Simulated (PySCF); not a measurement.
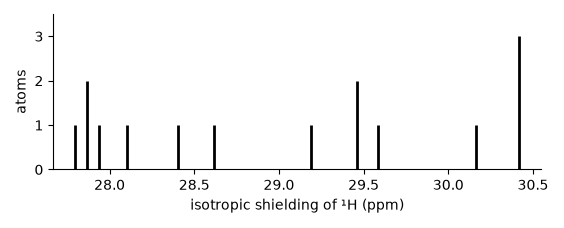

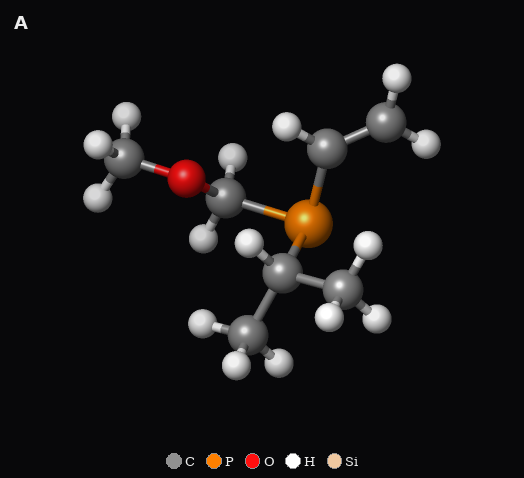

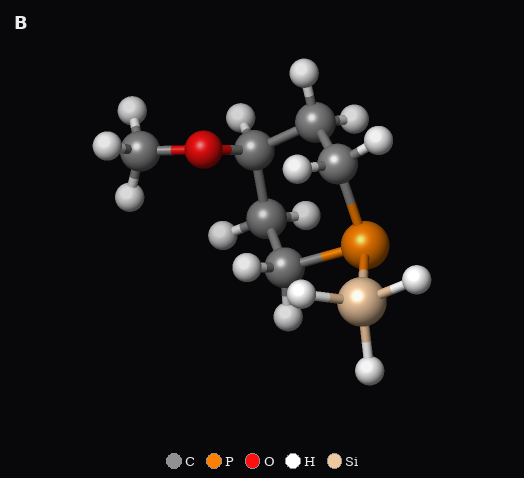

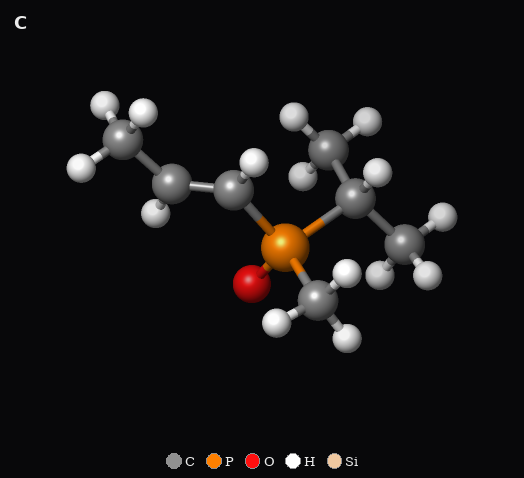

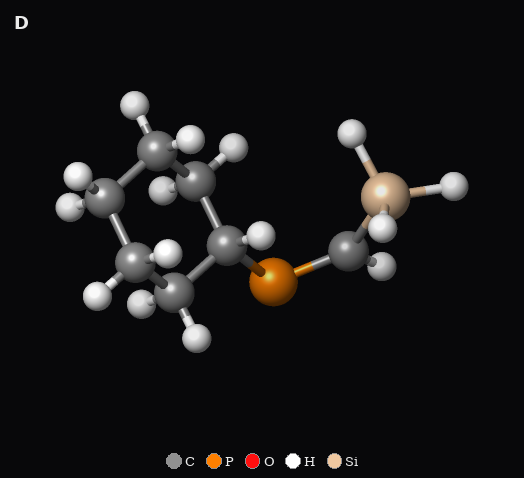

The sticks are computed shieldings of one of the molecules, for one fixed geometry (GFN2-xTB) without averaging over rotations. Low shielding means a high chemical shift. Method: GIAO PBE0/pcSseg-1 NMR shielding, non-relativistic, gas phase (PySCF 2.14.0).

> Which molecule gives this pattern?

B, `COC1CCP([SiH3])CC1`. Its 15 H atoms give lines at 27.80, 27.87 (2 atoms), 27.94, 28.10, 28.41, 28.62, 29.19, 29.46 (2 atoms), 29.59, 30.16, 30.42 (3 atoms) ppm.

The geometry is semi-empirical. Around P, Si such bond lengths and angles can be off by a tenth of an ångström or more and by several degrees, and values that hang on the shape move with them.
